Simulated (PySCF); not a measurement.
SMILES Cl[SiH2][SiH2]c1ccccc1 (C6H9ClSi2), singlet at its GFN2-xTB optimised geometry (Å):

```
18

Cl    -2.0495    -4.8660    -2.1297
Si    -1.1185    -3.0628    -2.1022
Si    -1.3722    -2.0781    -0.0189
C     -0.4191    -0.4492     0.0000
C     -1.0704     0.7794    -0.0042
C     -0.3612     1.9672    -0.0065
C      1.0231     1.9464    -0.0040
C      1.6905     0.7325     0.0000
C      0.9731    -0.4492     0.0000
H     -1.6984    -2.3045    -3.2139
H      0.2714    -3.3371    -2.4782
H     -2.7709    -1.7768     0.3216
H     -0.8462    -2.9110     1.0751
H     -2.1510     0.8044    -0.0020
H     -0.8875     2.9110    -0.0081
H      1.5802     2.8719    -0.0038
H      2.7709     0.7100     0.0037
H      1.5016    -1.3929     0.0049
```

Method: PBE/def2-SVP run with PySCF 2.14.0. Cells within 0.4 Å of a nucleus heavier than hydrogen are left out (blank, or x).

Map of the electrostatic potential (hartree/e), clipped to [-0.08, 0.12] on the plane z = 0.0 Å:

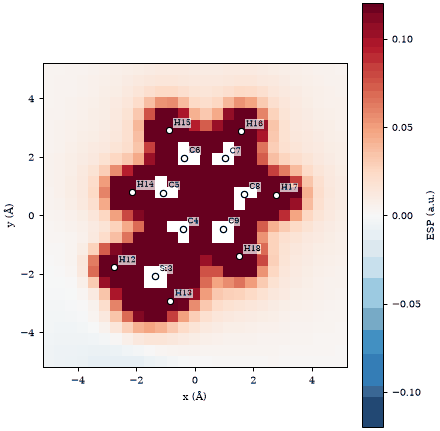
Fig. 1. Electrostatic potential (hartree/e), clipped to [-0.08, 0.12] on the plane z = 0.0 Å.
